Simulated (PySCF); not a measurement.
**CH3BrCl2Si: density, localisation and related maps**

```xyz
8

Cl    1.4168   -1.8241    0.1628
C     0.9357   -0.1360   -0.1400
Cl    1.7412    0.9433    1.0303
Si   -0.9646   -0.0048    0.0727
Br   -1.5639    1.9350   -0.7736
H     1.3173    0.1296   -1.1257
H    -1.5925   -1.0346   -0.7379
H    -1.2808    0.0011    1.4869
```

Geometry: GFN2-xTB.

The calculation used CAM-B3LYP/def2-SVPD, SCF density, gas phase in PySCF 2.14.0.

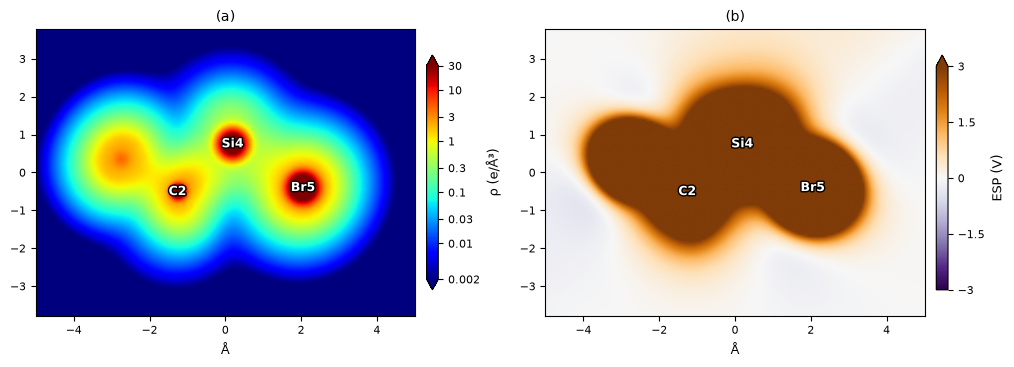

Figure 1. (a) total electron density; (b) molecular electrostatic potential on the plane of atoms C2, Si4 and Br5.

Describe what can be read from this map.

Answer.
- Atoms in the plane: C, Si and Br.
- C–Si (1.92 Å): the density is about 0.94 e/Å³ at the midpoint.
- Si–Br (2.20 Å): the density is about 0.8 e/Å³ at the midpoint.
- Outside the dense part of the molecule the potential is most negative (−0.4 V) near Cl1, which lies off the plane.

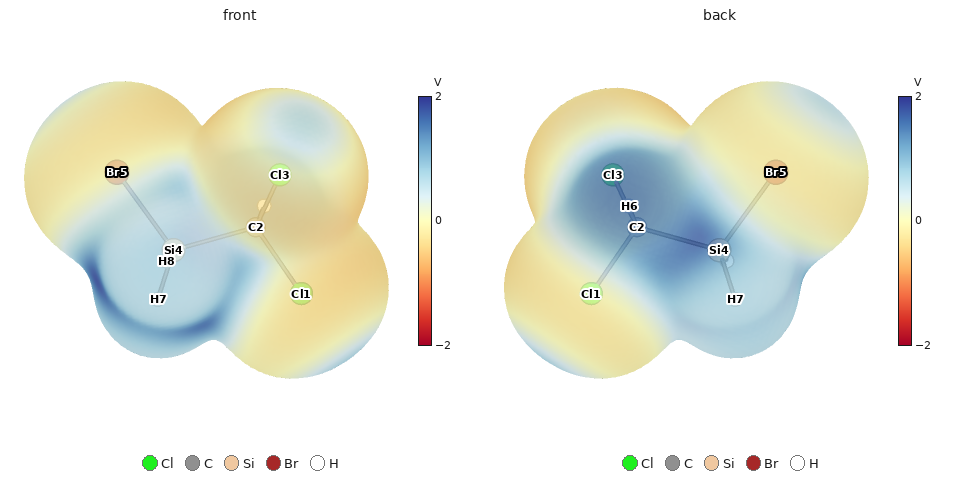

Figure 2. The electrostatic potential painted on the density surface at 0.002 e/bohr³, seen from the front and from behind; red is negative and blue positive.

Which sites attract a positive test charge, and which a negative one?

Answer. A positive charge is drawn to the negative regions and a negative charge to the positive ones. The most negative region (about −0.5 V) lies over Cl1 and Cl3, the most positive (about +1.7 V) over Si4. Cl1 shows a σ-hole: about +0.7 V at the tip opposite its bond, against about −0.2 V on its flanks. Cl3 shows a σ-hole: about +0.6 V at the tip opposite its bond, against about −0.3 V on its flanks. Br5 shows a σ-hole: about +0.6 V at the tip opposite its bond, against about −0.2 V on its flanks.

What dipole moment does the calculation give?

Answer. Its dipole moment is 1.14 D.
